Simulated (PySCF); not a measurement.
**C₃H₈F₂S₂Si: density, localisation and related maps**

```
atom    x (Å)    y (Å)    z (Å)
   C   2.9566  -0.2136   0.2011
   S   1.3256  -0.9738   0.4594
  Si   0.1329   0.4496  -0.5920
   S   0.6642   2.4501  -0.0229
   C  -1.7191   0.0816  -0.1766
   C  -2.0100  -1.2620   0.4476
   F  -2.4155   0.2029  -1.3542
   F  -2.2383   1.0805   0.6121
   H   3.2063  -0.2402  -0.8541
   H   3.6698  -0.8004   0.7693
   H   2.9390   0.8091   0.5633
   H   0.2812   0.3009  -2.0344
   H  -0.5687   2.8831   0.1821
   H  -1.4725  -1.3501   1.3875
   H  -1.6802  -2.0463  -0.2275
   H  -3.0789  -1.3623   0.6278
```

Geometry: GFN2-xTB.

Computed with PBE0/pcSseg-1, SCF density, gas phase, non-relativistic in PySCF 2.14.0.

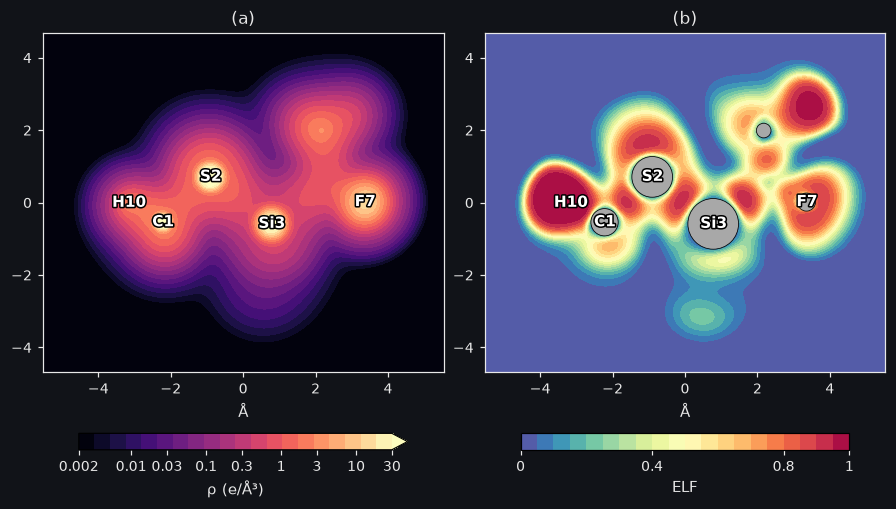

Figure 1. (a) total electron density; (b) ELF on the plane of atoms S2, C1 and H10. Grey discs cover the atomic cores in the ELF map.

**Interpret the plot.**

- The section cuts through C, S, Si, F and H sites.
- C–S (1.82 Å): ρ at the midpoint is about 1.2 e/Å³; the ELF peaks at about 0.90 between the atoms; localised, covalent bonding.
- Si–S (2.13 Å): ρ at the midpoint is about 0.87 e/Å³; the ELF peaks at about 0.95 between the atoms: localised, covalent bonding.
- C–H (1.08 Å): ρ is about 2 e/Å³ halfway; the ELF climbs to about 1 towards the hydrogen, as it does in any bond to H (a covalent bond by its length).
- The ELF also peaks beside F7 and S2, away from the bonds: lone-pair regions.

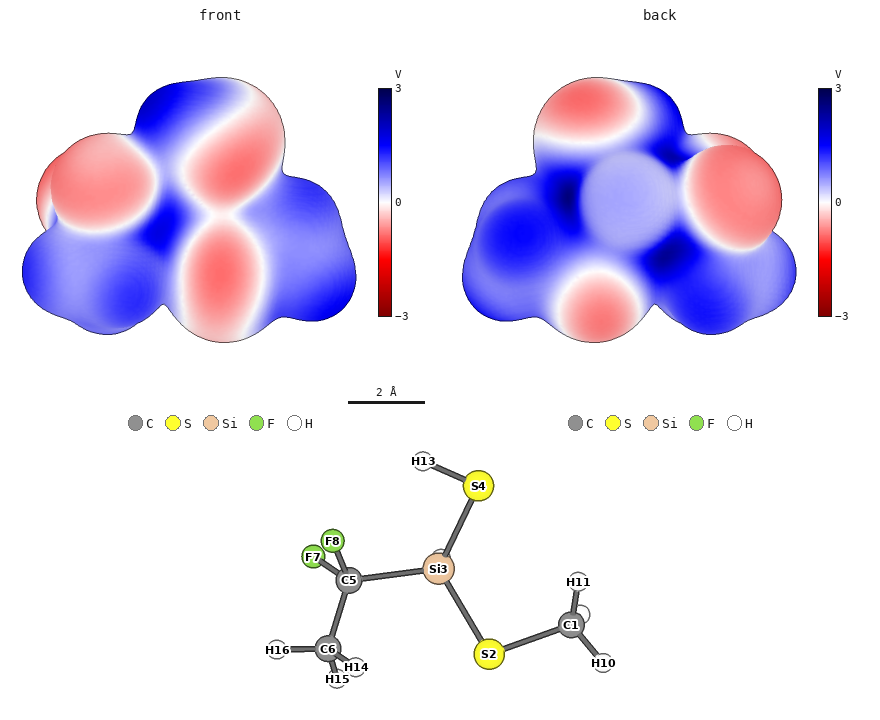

Figure 2. The molecular electrostatic potential painted on the density surface at 0.004 e/bohr³, seen from the front and from behind; red is negative and blue positive. The bare structure is drawn below in the same view.

**Describe the electrostatic potential map.**

The most negative region (about −0.9 V) lies over S2, S4 and F7, the most positive (about +2.3 V) over Si3.

**How polar is the molecule by this calculation?**

Its dipole moment is 1.64 D.
